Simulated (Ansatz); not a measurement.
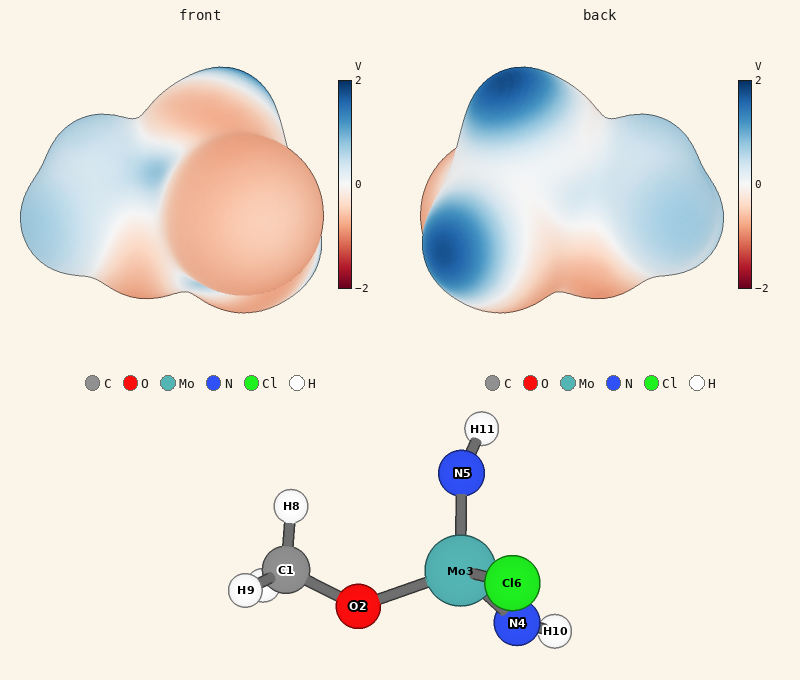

CH$_{5}$ClMoN$_{2}$O (SMILES C[O][Mo](=[NH])(=[NH])[Cl]). The electrostatic potential painted on the density surface at 0.001 e/bohr³, seen from the front and from behind; red is negative and blue positive. The bare structure is drawn below in the same view.

Geometry: PBE0-D4/def2-TZVP; core potentials replace the inner electrons of Mo.

Theory: RKS PBE0-D4/def2-TZVPP (Ansatz).

```xyz
11

C    -0.3182   -1.4032    1.4090
O     0.3423   -0.2185    1.0467
Mo    0.1608    0.9773   -0.3658
N     1.6999    1.2011   -1.0986
N    -0.9380    0.3028   -1.5091
Cl   -0.6432    3.0167    0.2823
H     0.3605   -2.2524    1.2856
H    -1.2141   -1.5657    0.8023
H    -0.6076   -1.3353    2.4612
H     2.3819    1.2190   -1.8435
H    -1.1591    0.0013   -2.4496
```

Where is the surface potential most negative and most positive?

Answer. The most negative region (about −0.8 V) lies over O2, Mo3 and Cl6, the most positive (about +1.7 V) over H10 and H11.
